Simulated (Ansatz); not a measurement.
**Hypothetical zinc blende BiB: pressure series**

Take BiB in the zinc blende structure (space group F-43m, No. 216; a = 5.5237 Å; a hypothetical phase, not in the database extracts checked) as the base.

Cell and atoms are relaxed at each pressure.

The values are results of Ansatz (a quantum-chemistry and plane-wave program) PBE, scalar-relativistic without spin-orbit coupling, earlier PAW set, not measurements.

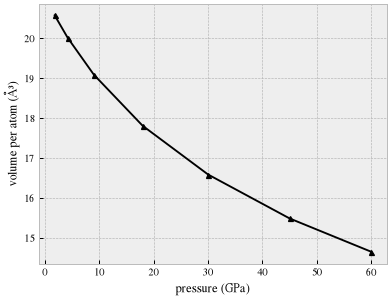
*Volume against pressure*

Estimate the zero-pressure bulk modulus from the plot.

About 75 GPa; a third-order Birch–Murnaghan fit to the points gives V₀ = 21.05 Å³/atom, B₀ = 75 GPa and B₀′ = 4.3.

Between the base and pressure 4.2 GPa the gap moves from 0.14 eV to 0.52 eV, a mean slope of 91 meV/GPa.

Spin-orbit coupling, missing from the scalar runs, can matter with Bi. Load acts through the strain it causes; cell and atoms are relaxed under it. Whether these cells are dynamically stable was not tested. No other phases were tried under pressure. A zero or small gap of BiB can be the functional's error rather than a property of the material.
